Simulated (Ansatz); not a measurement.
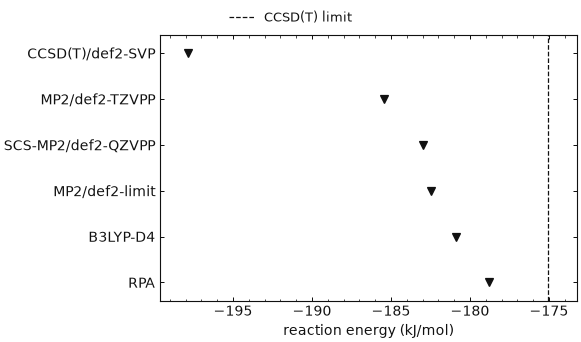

Electronic reaction energy of AlBH₄ ([BH2][AlH2]) + GeH₄O ([OH][GeH3]) → BGeH₅O (B[O][GeH3]) + AlH₃ ([AlH3]) (SMILES in brackets) at several levels (functionals in def2-TZVPP unless a basis is named), isolated molecules at PBE0-D4 triple-zeta geometries, minima by their frequencies, no zero-point or thermal terms, the Ansatz code 0.2.0. The line is frozen-core CCSD(T) at the basis limit (MP2 extrapolated from triple and quadruple zeta, plus CCSD(T) less MP2 in a smaller set). RPA holds a correlation term that converges slowly with the basis, so part of the distance to the limit is basis error. The distance of CCSD(T)/def2-SVP, MP2/def2-TZVPP and SCS-MP2/def2-QZVPP to the limit includes basis error.

What do zero-point energy and temperature add?

Answer. Zero-point change −2.9 kJ/mol; at 298.15 K and 1 bar the CCSD(T) limit plus thermal terms gives an enthalpy of reaction of −178.5 and a free energy of −172.5 kJ/mol (harmonic PBE0-D4 modes, ideal gas).

Give the values.

Answer.
```csv
level,kJ/mol,less CCSD(T) limit
CCSD(T)/def2-SVP,−197.8,−22.8
MP2/def2-TZVPP,−185.4,−10.4
SCS-MP2/def2-QZVPP,−183.0,−8.0
MP2/def2-limit,−182.4,−7.4
B3LYP-D4,−180.9,−5.8
RPA,−178.8,−3.8
CCSD(T) limit,−175.0,0.0
```

Known limits of this run: no scalar relativity up to krypton; outer-core shells are correlated without core-valence functions, which makes the correlated values less sure.
